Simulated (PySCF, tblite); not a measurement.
# C₅H₄ClFO: geometry, infrared bands and NMR shifts

What infrared bands and NMR shifts should C₅H₄ClFO (`F[C@@H]1C=CO/C1=C/Cl`) show?

Computed with tblite 0.8.0 and PySCF 2.14.0, with density-fitted response routines of our own, on a single molecule in the gas phase. Atoms count from 0, in the outputs and in this text.

### Step 1. The molecule as given

12 atoms, charge 0, multiplicity 1; geometry from: force field or distance geometry start.

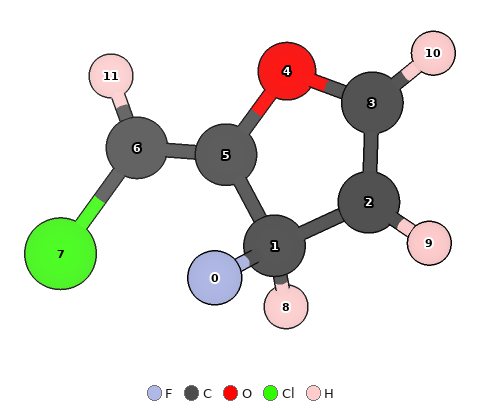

As it starts; fluorine light blue, carbon dark grey, oxygen red, chlorine green, hydrogen pink, atoms numbered.

### Step 2. Geometry optimisation with GFN2-xTB

What the job is given:

```
{"job": {"kind": "relax", "xc": "GFN2-xTB", "basis": "xTB"}, "charge": 0, "multiplicity": 1}
F      0.112500    -1.645400    -1.033800
C     -0.073500    -0.917100     0.124200
C     -1.473100    -0.473100     0.228600
C     -1.573500     0.852700     0.084600
O     -0.320900     1.414500    -0.084700
C      0.606000     0.383900    -0.076100
C      1.912600     0.613400    -0.230000
Cl     3.088100    -0.687700    -0.198000
H      0.291700    -1.472000     1.024800
H     -2.345300    -1.117000     0.383900
H     -2.489600     1.426800     0.119200
H      2.266200     1.620300    -0.368700
```

Command:

```sh
OMP_NUM_THREADS=1 python probes_run.py task.json out
```

This one command runs all jobs of the session in turn.

**Question.** This job is followed by: GFN2-xTB harmonic vibrations, gas phase; GIAO PBE0/pcSseg-1 NMR shielding, non-relativistic, gas phase. What will the session give for the following? strongest single infrared mode (GFN2-xTB); zero-point energy (GFN2-xTB); 13C shifts against TMS (PBE0/pcSseg-1); 1H shifts against TMS (PBE0/pcSseg-1); 19F shifts against CFCl3 (PBE0/pcSseg-1); 17O shifts against H2O (PBE0/pcSseg-1); 35Cl shifts against HCl (PBE0/pcSseg-1).

**Answer**, as computed:

| quantity | value |
| --- | --- |
| strongest single infrared mode (GFN2-xTB) | 1145 cm⁻¹, 213 km/mol |
| zero-point energy (GFN2-xTB) | 48.6 kcal/mol |
| 13C shifts against TMS (PBE0/pcSseg-1) | 164.6, 156.9, 119.3, 110.0, 93.4 ppm |
| 1H shifts against TMS (PBE0/pcSseg-1) | 6.75, 6.59, 6.48, 5.71 ppm |
| 19F shifts against CFCl3 (PBE0/pcSseg-1) | -193.3 ppm |
| 17O shifts against H2O (PBE0/pcSseg-1) | 201.6 ppm |
| 35Cl shifts against HCl (PBE0/pcSseg-1) | 150 ppm |

Relaxing lowered the energy by 0.232 eV in 24 steps; the close pair that moved most is C6–Cl7, from 1.754 to 1.710 Å. No mode is imaginary among the 30: a minimum at this level. The strongest single mode, at 1145 cm⁻¹, is carried by O4, H11, H10, C5. GFN2-xTB is a fitted tight-binding method: band positions and strengths are rough. Its intensities can rank the bands wrongly. H10 (hydrogen on an alkene carbon bearing oxygen) lies farthest downfield among hydrogen, at 6.75 ppm; olefinic region. At PBE0/pcSseg-1: The widest tensor belongs to Cl7: span 328 ppm, with a paramagnetic part of -346 ppm.
